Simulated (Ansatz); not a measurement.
**GaH3O2···CF3 (doublet): density, localisation and related maps**

Input

```
crystal:
  periodic: [false, false, false]
  atoms:
    - { symbol: Ga, position_ang: [0.0, 0.0, 0.0] }
    - { symbol: H, position_ang: [0.0, 0.0, 1.82] }
    - { symbol: O, position_ang: [1.5501, 0.0, -0.895] }
    - { symbol: H, position_ang: [1.85, -0.9519, -1.0499] }
    - { symbol: O, position_ang: [-1.5501, 0.0, -0.895] }
    - { symbol: H, position_ang: [-2.0598, -0.8467, -0.6865] }
    - { symbol: C, position_ang: [0.0, 0.0, 3.23] }
    - { symbol: F, position_ang: [-0.6774, -1.055, 3.674] }
    - { symbol: F, position_ang: [1.2523, -0.0592, 3.674] }
    - { symbol: F, position_ang: [-0.5749, 1.1141, 3.674] }
magnetization:
  spin_polarized: true
  initial_magnetization: 1
basis:
  gaussian: { orbitals: def2-SVP }
hamiltonian:
  xc: pbe
relax:
  f_tol: 0.15
  max_steps: 25
  restrain:
    - { distance: [1, 6], at: 2.31, k: 30.0 }
    - { distance: [0, 1], at: 1.57, k: 30.0 }
output:
  orbitals: {}
```

Launched as:

```sh
ansatz run input.yaml --threads 4 --pin off --max-ram 5120MiB --backend cpu --events-out ev --progress --plain --runs-dir out
```

The fields are those of the run's last geometry, not of the input's.

Level of theory: UKS PBE/def2-SVP in Ansatz 0.2.0.

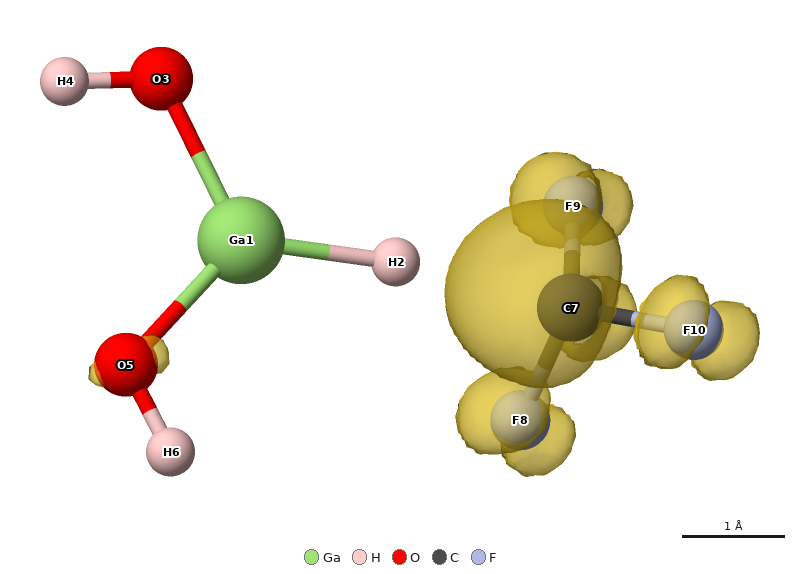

Figure 1. Isosurfaces of the spin density (α minus β) at +0.04 (yellow) and −0.04 e/Å³ (cyan), seen at a tilt.

Which atoms carry the spin?

The unpaired spin (1 electron) lies mostly on C7 (about 0.6), F9 (about 0.1), F10 (about 0.1) and F8 (about 0.1), in electrons by Hirshfeld's partition. Only one sign reaches the isovalue.

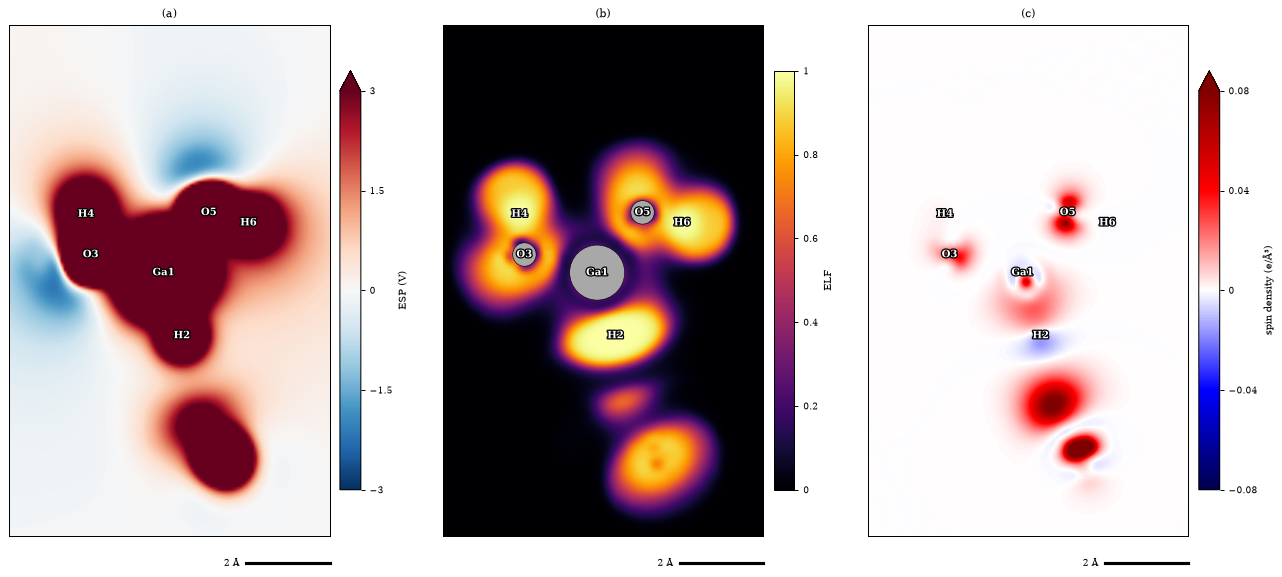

Figure 2. (a) molecular electrostatic potential; (b) ELF; (c) spin density on the plane of atoms Ga1, O5 and H6. Grey discs cover the atomic cores in the ELF map.

Read the bonding off the picture.

The plane passes through Ga, H and O nuclei. Ga–O (1.80 Å): the ELF peaks at about 0.85 in the valence shell of O, 0.6 Å from its nucleus, and is about 0.25 at the midpoint. O–H (0.97 Å): the ELF climbs to about 1 towards the hydrogen, as it does in any bond to H (a covalent bond by its length). Ga–H (1.57 Å): the ELF climbs to about 1 towards the hydrogen. The ELF also peaks beside F10, O3 and O5, away from the bonds: non-bonding electrons, paired or unpaired.

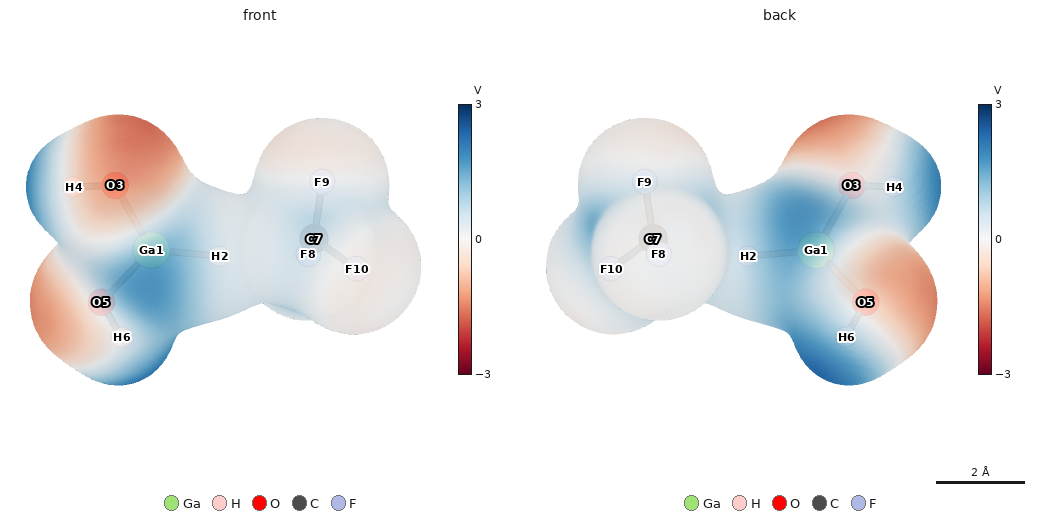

Figure 3. The molecular electrostatic potential painted on the density surface at 0.002 e/bohr³, seen from the front and from behind; red is negative and blue positive.

Where is the surface potential most negative and most positive?

The most negative region (about −1.6 V, or −37 kcal/mol for a unit charge) lies over O3, the most positive (about +2.2 V, or +51 kcal/mol for a unit charge) over H6. O3 is the likeliest acceptor of a hydrogen bond.

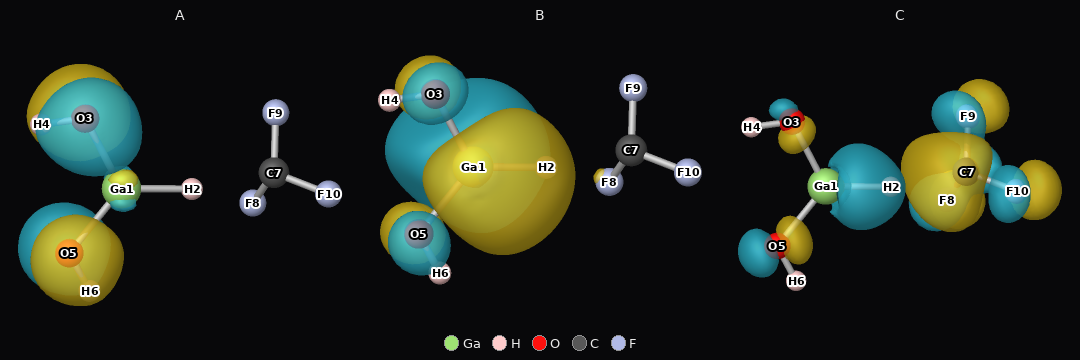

Figure 4. Three frontier orbitals at ±0.08 Å⁻³ᐟ² (yellow and cyan are the two phases), in no order.

Which picture is the HOMO−1, the HOMO and the LUMO? All are α orbitals.

A is the HOMO−1 (α) (−6.69 eV). Its weight (Hirshfeld) is mainly on O3 (about 50 %), O5 (about 35 %) and Ga1 (about 5 %); largely a combination of lone pairs on O3 and O5. C is the HOMO (α) (−5.57 eV). Its weight (Hirshfeld) is mainly on C7 (about 45 %), F9 (about 10 %), F10 (about 10 %), F8 (about 10 %) and Ga1 (about 5 %). B is the LUMO (α) (−1.24 eV). Its weight (Hirshfeld) is mainly on Ga1 (about 70 %), O5 (about 10 %) and O3 (about 10 %).

What is the gap between the highest occupied and lowest empty α orbitals?

4.33 eV between the orbital energies.
